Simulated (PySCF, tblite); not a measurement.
# C₅H₇F: dynamics, then NMR shifts and electronic excitations on frames

Aim: move C₅H₇F (`C=C(C)C(=C)F`) away from its starting geometry and see how NMR shifts and electronic excitations follow the geometry.

Programs: tblite 0.8.0 and PySCF 2.14.0, with density-fitted response routines of our own. Each step states its level of theory. These are calculated values for one molecule in the gas phase, unless marked as measured. Atoms count from 0, in the outputs and in this text.

## (1) The molecule as given

13 atoms, charge 0, multiplicity 1; geometry from: GFN2-xTB.

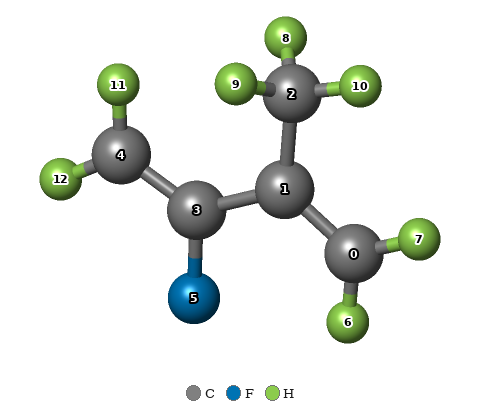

The starting geometry (carbon grey, fluorine blue, hydrogen green), atoms numbered.

## (2) Thermal motion with GFN2-xTB

Job settings and geometry (Å):

```
{"job": {"kind": "md", "xc": "GFN2-xTB", "basis": "xTB", "temperature": 600, "steps": 2000, "every": 50, "frames": 5}, "charge": 0, "multiplicity": 1}
C     -1.237091     1.349345     0.381485
C     -0.435254     0.307071     0.171577
C     -0.947332    -1.099564     0.095552
C      1.003833     0.494360     0.004355
C      1.932103    -0.430429    -0.207660
F      1.409452     1.787666     0.080279
H     -0.857736     2.355072     0.434748
H     -2.298823     1.227014     0.506909
H     -0.710696    -1.539495    -0.871729
H     -0.490416    -1.713525     0.869786
H     -2.025250    -1.114128     0.230613
H      1.687651    -1.471688    -0.278797
H      2.965170    -0.151212    -0.313439
```

With the program's defaults for keys left out, this is: GFN2-xTB Langevin dynamics, gas phase.

Started as:

```
$ OMP_NUM_THREADS=1 python probes_run.py task.json out
```

One launch serves the whole session: the jobs run in the order shown.

The program printed:

```text
t/fs     T/K      E/eV
    0.0   500.1   -515.72491
   25.0   321.9   -515.10116
   50.0   453.6   -514.95170
   75.0   648.2   -515.14465
  100.0   581.2   -514.95221
  125.0   535.5   -514.72434
  150.0   440.4   -514.48702
  175.0   666.0   -514.66166
  200.0   653.9   -514.55700
  225.0   683.8   -514.64983
  250.0   786.6   -514.70723
  275.0   516.9   -514.57101
  300.0   684.7   -514.71214
  325.0   709.6   -514.96358
  350.0   759.0   -514.89735
  375.0   707.6   -514.83097
  400.0   674.9   -514.92937
  425.0   714.9   -514.81257
  450.0   506.1   -514.36222
  475.0   800.8   -514.76413
  500.0   645.0   -514.43140
  525.0   598.6   -514.37156
  550.0   707.5   -514.69157
  575.0   676.7   -514.74381
  600.0   440.2   -514.50173
  625.0   591.4   -514.91464
  650.0   600.0   -514.82114
  675.0   504.1   -515.16893
  700.0   570.8   -514.74548
  725.0   674.1   -515.09327
  750.0   541.9   -514.92877
  775.0   525.0   -515.02829
  800.0   596.8   -515.11422
  825.0   293.6   -514.83555
  850.0   615.3   -515.29292
  875.0   388.8   -514.97029
  900.0   591.1   -515.21312
  925.0   482.7   -514.91319
  950.0   360.2   -514.79402
  975.0   718.5   -515.35655
 1000.0   644.6   -514.95915
```

Wall time 6.7 s (1 thread of Arm Neoverse V2, shared host); peak memory 0.18 GiB.

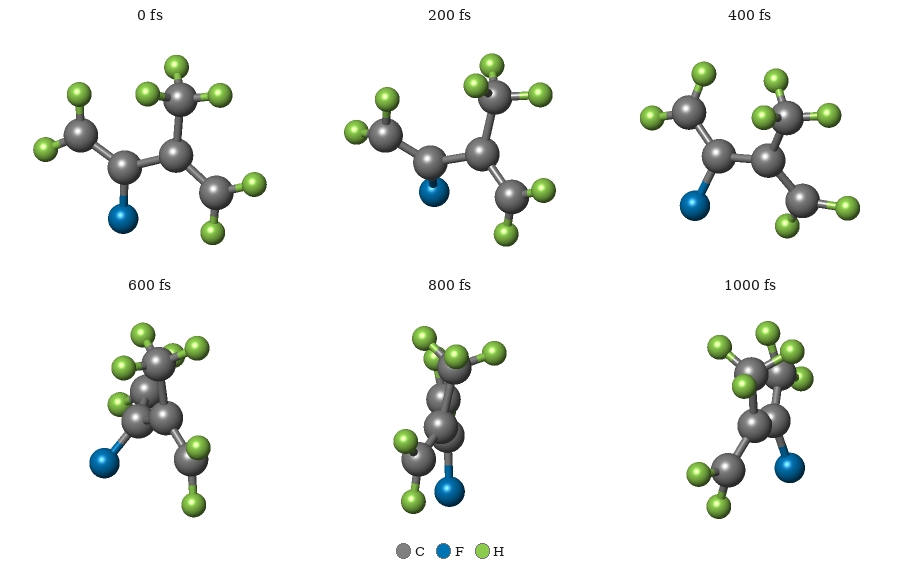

Frames of the run.

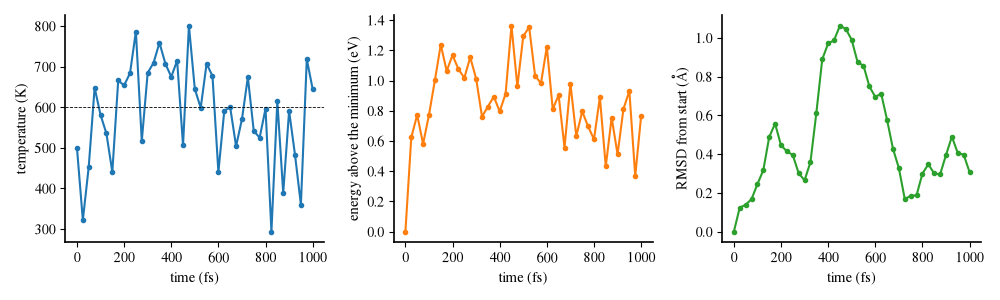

Temperature, potential energy and distance from the start.

Positions (Å) and forces (eV/Å) at 1000 fs:

```xyz
13

C    -0.421    0.165    2.289    1.364    1.759   -1.189
C    -1.008   -0.440    1.258    1.214   -1.111    0.986
C    -1.405   -1.879    1.457   -3.030    0.842    0.328
C    -0.968    0.093   -0.084   -0.933   -0.408    1.269
C    -1.045   -0.641   -1.164   -0.416    1.126   -2.296
F    -0.978    1.423   -0.165    0.108    0.720   -0.176
H     0.126    1.111    2.209   -0.791    0.219   -0.692
H    -0.011   -0.223    3.156   -0.557   -1.442    1.624
H    -2.427   -2.126    1.029    1.212    0.356   -0.079
H    -0.711   -2.591    1.172    1.369   -1.042   -1.062
H    -1.562   -2.055    2.505    0.069    0.121    0.746
H    -1.032   -1.697   -1.256   -0.035   -0.214    0.180
H    -1.176   -0.019   -2.078    0.427   -0.927    0.361
```

## (3) Nuclear shieldings: 250 fs, PBE0/pcSseg-1

Job settings and geometry (Å):

```
{"job": {"kind": "nmr", "xc": "PBE0", "basis": "pcSseg-1", "pop": false}, "charge": 0, "multiplicity": 1}
C     -1.523500     1.416600     0.716100
C     -0.916300     0.311300     0.464900
C     -1.595400    -1.008600     0.350500
C      0.573400     0.363700     0.238800
C      1.403700    -0.719600     0.342200
F      0.891400     1.448300    -0.490700
H     -0.929700     2.262900     0.867600
H     -2.631300     1.432200     1.054600
H     -1.683400    -1.507200    -0.632100
H     -1.052800    -1.779800     0.943300
H     -2.648800    -1.206000     0.708700
H      0.883600    -1.465500     0.935500
H      2.443700    -0.577400     0.184300
```

With the program's defaults for keys left out, this is: GIAO PBE0/pcSseg-1 NMR shielding, non-relativistic, gas phase.

The program printed:

```text
coarse grid: 10856 points
cycle   1  E = -294.0342096657  dE =  6.870e-01  |g| = 5.473e-01  |ddm| = 3.173e+00
cycle   2  E = -293.9910610846  dE =  4.315e-02  |g| = 7.369e-01  |ddm| = 8.829e-01
cycle   3  E = -294.0941320097  dE = -1.031e-01  |g| = 1.037e-01  |ddm| = 5.382e-01
cycle   4  E = -294.0966392459  dE = -2.507e-03  |g| = 3.903e-02  |ddm| = 1.333e-01
cycle   5  E = -294.0969921960  dE = -3.530e-04  |g| = 1.295e-02  |ddm| = 3.912e-02
cycle   6  E = -294.0970256354  dE = -3.344e-05  |g| = 3.579e-03  |ddm| = 1.204e-02
cycle   7  E = -294.0970281830  dE = -2.548e-06  |g| = 1.163e-03  |ddm| = 3.598e-03
final grid: 105248 points
cycle   8  E = -294.1404744471  dE = -2.903e-05  |g| = 7.213e-03  |ddm| = 2.588e-02
cycle   9  E = -294.1404658044  dE =  8.643e-06  |g| = 9.910e-03  |ddm| = 1.486e-02
cycle  10  E = -294.1404869442  dE = -2.114e-05  |g| = 1.402e-03  |ddm| = 8.518e-03
cycle  11  E = -294.1404873452  dE = -4.010e-07  |g| = 2.223e-04  |ddm| = 1.223e-03
cycle  12  E = -294.1404873552  dE = -1.007e-08  |g| = 1.066e-04  |ddm| = 2.647e-04
cycle  13  E = -294.1404873579  dE = -2.616e-09  |g| = 2.337e-05  |ddm| = 1.022e-04
cycle  14  E = -294.1404873580  dE = -1.037e-10  |g| = 1.116e-05  |ddm| = 2.511e-05
converged SCF energy = -294.1404873580

GIAO shielding tensors (ppm)
atom      isotropic    diamagn.    paramagn.     s11        s22        s33       span
  0 C       63.245     250.752    -187.507    -44.723     78.890    155.569    200.293
  1 C       43.228     261.042    -217.814    -74.224     59.384    144.525    218.749
  2 C      165.117     244.712     -79.595    144.958    162.034    188.358     43.400
  3 C       -2.567     253.408    -255.975   -125.987     47.605     70.682    196.669
  4 C       83.781     258.676    -174.895    -32.639    114.224    169.759    202.398
  5 F      241.480     476.621    -235.140    137.340    234.292    352.809    215.469
  6 H       26.522      31.613      -5.090     22.941     25.248     31.378      8.437
  7 H       25.016      27.200      -2.185     22.784     23.689     28.574      5.791
  8 H       29.322      29.100       0.223     25.407     26.853     35.707     10.299
  9 H       29.400      29.772      -0.372     24.596     29.200     34.404      9.808
 10 H       28.901      27.322       1.579     25.102     26.760     34.839      9.737
 11 H       26.101      32.664      -6.563     22.751     24.837     30.714      7.963
 12 H       26.156      30.582      -4.426     22.147     25.917     30.404      8.257
```

Wall time 15 s (1 thread of Arm Neoverse V2, shared host); peak memory 0.65 GiB.

Shifts follow as δ = σ(reference) − σ, with reference shieldings (ppm) from runs at the same level and on the same kind of geometry: 1H TMS 31.72, 13C TMS 186.9, 19F CFCl3 170.9. The references are single molecules in the gas phase, so shifts against H2O, NH3, PH3, H3PO4 or CFCl3 are not on the usual liquid scales and can be off by tens of ppm. Each atom is listed at this fixed geometry, with no averaging over motion; a spectrum would average atoms that exchange fast.

```csv
atoms,environment,σ (ppm),δ (ppm)
C3,fully substituted alkene carbon,-2.6,189.5
C1,fully substituted alkene carbon,43.2,143.7
C0,terminal =CH2 carbon,63.2,123.7
C4,terminal =CH2 carbon,83.8,103.1
C2,allylic methyl carbon,165.1,21.8
H7,hydrogen on a terminal =CH2 carbon,25.02,6.70
H11,hydrogen on a terminal =CH2 carbon,26.10,5.62
H12,hydrogen on a terminal =CH2 carbon,26.16,5.56
H6,hydrogen on a terminal =CH2 carbon,26.52,5.19
H10,hydrogen on an allylic methyl carbon,28.90,2.82
H8,hydrogen on an allylic methyl carbon,29.32,2.39
H9,hydrogen on an allylic methyl carbon,29.40,2.32
F5,vinylic fluorine,241.5,-70.5
```

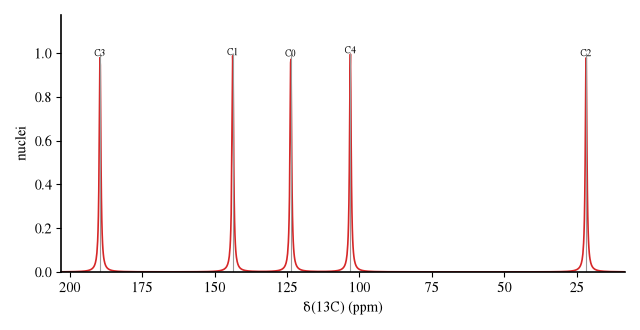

13C lines at the computed shifts, without couplings. Lines are broadened to a width of 0.67 ppm (Lorentzian).

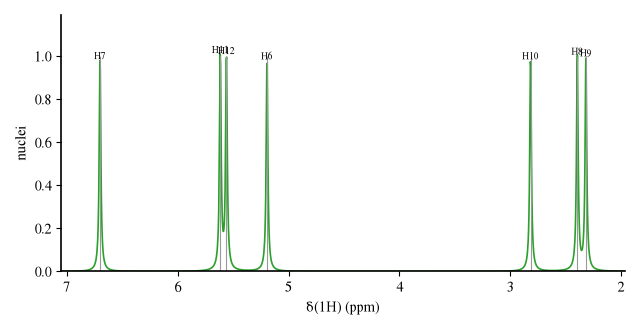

1H lines at the computed shifts, without couplings. Lines are broadened to a width of 0.02 ppm (Lorentzian).

Orbitals, density, ELF and potential are computed afterwards from the orbital file.

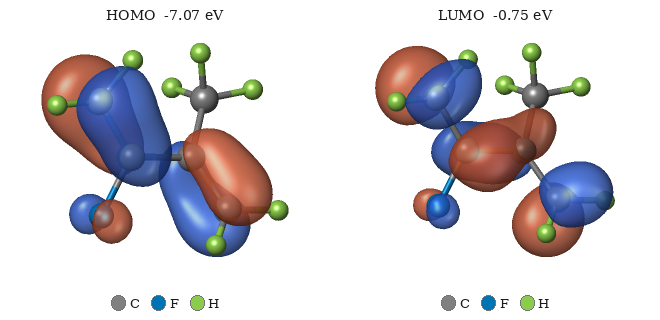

Frontier orbitals at PBE0/pcSseg-1; each surface holds 70 % of the orbital's density, blue and red mark the sign.

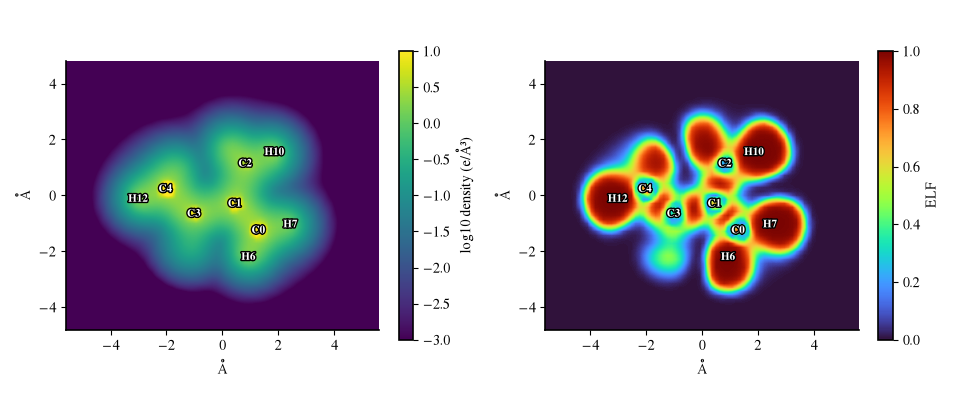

Density (left) and ELF (right) in a plane through or near 9 of the atoms.

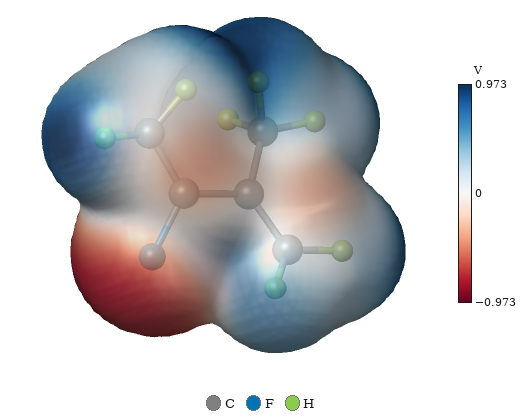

Electrostatic potential on the surface of density 0.002 e/bohr³; red is low, blue high. It runs, from the 1st to the 99th percentile, from -0.83 V near F5 to 0.97 V near H11.

## (4) Excited states and response: 250 fs, PBE0/def2-SVPD

The job, as its differences from that of step 3:

```diff
@@ -1,2 +1,2 @@
-{"job": {"kind": "nmr", "xc": "PBE0", "basis": "pcSseg-1", "pop": false}, "charge": 0, "multiplicity": 1}
+{"job": {"kind": "uv", "xc": "PBE0", "basis": "def2-SVPD", "nstates": 5, "ntriplets": 0}, "charge": 0, "multiplicity": 1}
 C     -1.523500     1.416600     0.716100
```

Method: TDDFT PBE0/def2-SVPD, vertical, gas phase, core orbitals frozen in the response.

The program printed:

```text
coarse grid: 10856 points
cycle   1  E = -293.8704371433  dE =  6.349e-01  |g| = 5.131e-01  |ddm| = 5.814e+00
cycle   2  E = -293.8301914736  dE =  4.025e-02  |g| = 6.891e-01  |ddm| = 1.649e+00
cycle   3  E = -293.9260683009  dE = -9.588e-02  |g| = 9.998e-02  |ddm| = 9.177e-01
cycle   4  E = -293.9284520232  dE = -2.384e-03  |g| = 3.778e-02  |ddm| = 2.429e-01
cycle   5  E = -293.9287942151  dE = -3.422e-04  |g| = 1.245e-02  |ddm| = 7.712e-02
cycle   6  E = -293.9288259357  dE = -3.172e-05  |g| = 3.661e-03  |ddm| = 2.148e-02
cycle   7  E = -293.9288287695  dE = -2.834e-06  |g| = 1.090e-03  |ddm| = 7.436e-03
final grid: 105248 points
cycle   8  E = -293.9722385794  dE = -2.917e-05  |g| = 7.166e-03  |ddm| = 1.259e-01
cycle   9  E = -293.9722288416  dE =  9.738e-06  |g| = 1.003e-02  |ddm| = 2.896e-02
cycle  10  E = -293.9722509855  dE = -2.214e-05  |g| = 1.341e-03  |ddm| = 1.506e-02
cycle  11  E = -293.9722513837  dE = -3.983e-07  |g| = 1.982e-04  |ddm| = 2.095e-03
cycle  12  E = -293.9722513916  dE = -7.917e-09  |g| = 1.036e-04  |ddm| = 5.073e-04
cycle  13  E = -293.9722513943  dE = -2.624e-09  |g| = 2.509e-05  |ddm| = 2.137e-04
cycle  14  E = -293.9722513944  dE = -1.268e-10  |g| = 1.211e-05  |ddm| = 6.082e-05
converged SCF energy = -293.9722513944

Static polarisability (au): isotropic 64.631, principal 45.484 61.995 86.415

Singlet excitations
state   eV       nm        f      main configurations
  1   5.8526    211.8   0.40705   H->L 0.95
  2   6.2788    197.5   0.00211   H->L+1 0.66, H-1->L 0.30
  3   6.7059    184.9   0.00241   H->L+2 0.35, H-1->L 0.33, H->L+1 0.26
  4   7.1868    172.5   0.00955   H->L+2 0.55, H-1->L 0.24, H-2->L 0.10
  5   7.4359    166.7   0.01338   H-2->L 0.79
```

Run time: 23 s. Hardware: 1 thread of Arm Neoverse V2, shared host; peak memory 0.76 GiB.

The orbitals next to the gap, with their largest atomic shares:

```csv
orbital,eV,atoms
HOMO−3,-10.19,"C2 30 %, C0 19 %, H6 9 %"
HOMO−2,-9.96,"C3 17 %, F5 17 %, C1 16 %"
HOMO−1,-8.46,"C1 22 %, C0 18 %, C3 14 %"
HOMO,-7.10,"C4 30 %, C3 20 %, C0 18 %"
LUMO,-0.84,"C4 25 %, C3 20 %, C0 20 %"
LUMO+1,0.49,"C3 18 %, C0 14 %, C1 14 %"
LUMO+2,0.89,"C2 22 %, H8 14 %, C1 11 %"
```

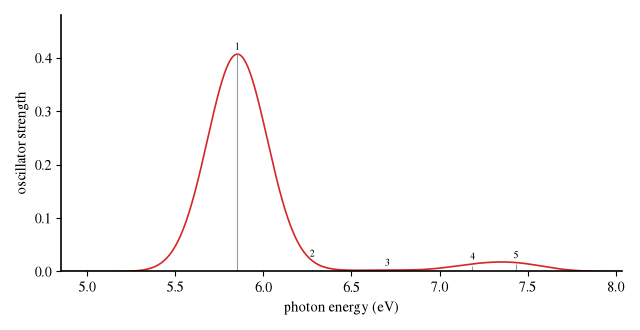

Absorption spectrum from the 5 singlet states computed; above the last one it falls off for lack of states. Lines are broadened to a width of 0.40 eV (Gaussian).

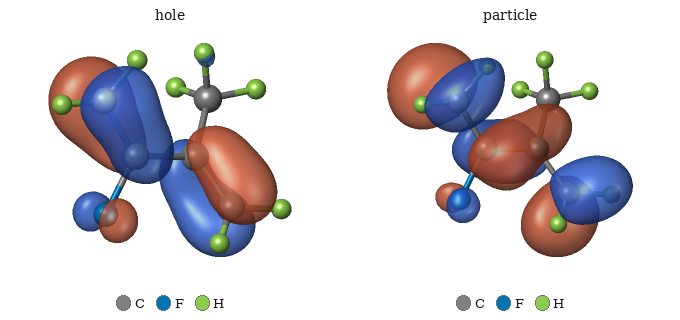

Leading natural transition orbitals of singlet state 1: the electron leaves the hole (left) for the particle orbital (right).

Ground-state properties from the same run:

```csv
property,computed
dipole moment (D),1.68
polarisability (Å³),9.58
HOMO–LUMO gap (eV),6.26
−ε(HOMO) (eV),7.10
```

## (5) Shielding tensors: 425 fs, PBE0/pcSseg-1

Job settings and geometry (Å):

```
{"job": {"kind": "nmr", "xc": "PBE0", "basis": "pcSseg-1", "pop": false}, "charge": 0, "multiplicity": 1}
C     -1.887000     1.452100     1.018700
C     -1.298600     0.180100     0.881900
C     -2.118000    -1.002000     1.275700
C      0.091200    -0.089700     0.640000
C      0.637200    -1.033200    -0.049600
F      0.871200     0.983000     1.093000
H     -1.312100     2.330500     0.966500
H     -2.998200     1.524900     1.387400
H     -1.679000    -1.387300     2.254500
H     -3.180600    -0.867500     1.188800
H     -1.938500    -1.734500     0.527400
H      0.144100    -1.937800    -0.429900
H      1.690400    -0.842600    -0.344600
```

With the program's defaults for keys left out, this is: GIAO PBE0/pcSseg-1 NMR shielding, non-relativistic, gas phase.

The program printed:

```text
coarse grid: 10856 points
cycle   1  E = -294.0455128193  dE =  6.043e-01  |g| = 5.219e-01  |ddm| = 3.144e+00
cycle   2  E = -294.0145262603  dE =  3.099e-02  |g| = 7.025e-01  |ddm| = 9.414e-01
cycle   3  E = -294.0985798273  dE = -8.405e-02  |g| = 1.051e-01  |ddm| = 5.650e-01
cycle   4  E = -294.1008061803  dE = -2.226e-03  |g| = 4.147e-02  |ddm| = 1.198e-01
cycle   5  E = -294.1011911282  dE = -3.849e-04  |g| = 1.672e-02  |ddm| = 4.460e-02
cycle   6  E = -294.1012609712  dE = -6.984e-05  |g| = 2.673e-03  |ddm| = 1.460e-02
cycle   7  E = -294.1012625807  dE = -1.610e-06  |g| = 7.627e-04  |ddm| = 2.983e-03
final grid: 105248 points
cycle   8  E = -294.1451604256  dE = -3.235e-05  |g| = 7.675e-03  |ddm| = 2.656e-02
cycle   9  E = -294.1451532969  dE =  7.129e-06  |g| = 1.016e-02  |ddm| = 1.548e-02
cycle  10  E = -294.1451743105  dE = -2.101e-05  |g| = 1.440e-03  |ddm| = 8.780e-03
cycle  11  E = -294.1451746684  dE = -3.579e-07  |g| = 3.416e-04  |ddm| = 1.277e-03
cycle  12  E = -294.1451746898  dE = -2.141e-08  |g| = 1.832e-04  |ddm| = 4.009e-04
cycle  13  E = -294.1451746984  dE = -8.593e-09  |g| = 2.467e-05  |ddm| = 1.679e-04
cycle  14  E = -294.1451746985  dE = -1.271e-10  |g| = 9.357e-06  |ddm| = 2.745e-05
converged SCF energy = -294.1451746985

GIAO shielding tensors (ppm)
atom      isotropic    diamagn.    paramagn.     s11        s22        s33       span
  0 C       46.505     251.060    -204.555    -68.858     64.450    143.922    212.780
  1 C       29.531     259.157    -229.626    -99.841     36.167    152.265    252.106
  2 C      161.221     249.187     -87.966    143.522    154.386    185.756     42.234
  3 C       14.826     249.650    -234.824    -81.477     60.084     65.873    147.350
  4 C       90.419     259.619    -169.201     -1.581    106.628    166.209    167.790
  5 F      240.990     478.492    -237.502    145.247    251.905    325.819    180.572
  6 H       25.736      32.522      -6.785     21.464     24.959     30.786      9.321
  7 H       24.223      27.134      -2.911     21.371     23.192     28.108      6.738
  8 H       28.396      26.385       2.010     24.669     26.564     33.954      9.285
  9 H       29.681      29.404       0.277     26.065     28.562     34.415      8.349
 10 H       30.358      31.639      -1.281     25.903     30.674     34.498      8.595
 11 H       26.071      31.427      -5.357     24.122     24.795     29.296      5.174
 12 H       25.956      30.266      -4.310     23.411     24.521     29.936      6.525
```

It took 11 s on 1 thread of Arm Neoverse V2, shared host; peak memory 0.7 GiB.

This run: δ C3 172.1, C1 157.4, C0 140.4, C4 96.5, H7 7.49, H6 5.98 ppm.

## (6) Excited states and response: 425 fs, PBE0/def2-SVPD

The job, as its differences from that of step 5:

```diff
@@ -1,2 +1,2 @@
-{"job": {"kind": "nmr", "xc": "PBE0", "basis": "pcSseg-1", "pop": false}, "charge": 0, "multiplicity": 1}
+{"job": {"kind": "uv", "xc": "PBE0", "basis": "def2-SVPD", "nstates": 5, "ntriplets": 0}, "charge": 0, "multiplicity": 1}
 C     -1.887000     1.452100     1.018700
```

With the program's defaults for keys left out, this is: TDDFT PBE0/def2-SVPD, vertical, gas phase, core orbitals frozen in the response.

The program printed:

```text
coarse grid: 10856 points
cycle   1  E = -293.8816590419  dE =  5.524e-01  |g| = 4.853e-01  |ddm| = 5.283e+00
cycle   2  E = -293.8533021198  dE =  2.836e-02  |g| = 6.495e-01  |ddm| = 1.645e+00
cycle   3  E = -293.9304289505  dE = -7.713e-02  |g| = 1.010e-01  |ddm| = 8.016e-01
cycle   4  E = -293.9325011399  dE = -2.072e-03  |g| = 3.893e-02  |ddm| = 2.212e-01
cycle   5  E = -293.9328462782  dE = -3.451e-04  |g| = 1.603e-02  |ddm| = 8.129e-02
cycle   6  E = -293.9329123490  dE = -6.607e-05  |g| = 2.819e-03  |ddm| = 2.504e-02
cycle   7  E = -293.9329142620  dE = -1.913e-06  |g| = 6.926e-04  |ddm| = 6.304e-03
final grid: 105248 points
cycle   8  E = -293.9768515043  dE = -3.063e-05  |g| = 7.784e-03  |ddm| = 1.175e-01
cycle   9  E = -293.9768424070  dE =  9.097e-06  |g| = 1.063e-02  |ddm| = 2.941e-02
cycle  10  E = -293.9768656864  dE = -2.328e-05  |g| = 1.410e-03  |ddm| = 1.485e-02
cycle  11  E = -293.9768660717  dE = -3.854e-07  |g| = 3.065e-04  |ddm| = 2.188e-03
cycle  12  E = -293.9768660889  dE = -1.721e-08  |g| = 1.775e-04  |ddm| = 7.312e-04
cycle  13  E = -293.9768660974  dE = -8.459e-09  |g| = 2.453e-05  |ddm| = 3.168e-04
cycle  14  E = -293.9768660975  dE = -1.260e-10  |g| = 1.098e-05  |ddm| = 6.905e-05
converged SCF energy = -293.9768660975

Static polarisability (au): isotropic 66.815, principal 46.812 61.064 92.568

Singlet excitations
state   eV       nm        f      main configurations
  1   5.3984    229.7   0.40788   H->L 0.94
  2   6.2583    198.1   0.04495   H-1->L 0.65, H->L+2 0.29
  3   6.4062    193.5   0.00120   H->L+1 0.92
  4   6.9408    178.6   0.04495   H->L+2 0.56, H-1->L 0.25
  5   7.2246    171.6   0.03019   H->L+3 0.89
```

It took 19 s on 1 thread of Arm Neoverse V2, shared host; peak memory 0.76 GiB.

Key values: HOMO -6.89 eV, LUMO -1.18 eV; lowest singlet 5.40 eV.

[end of part 1 of 2]
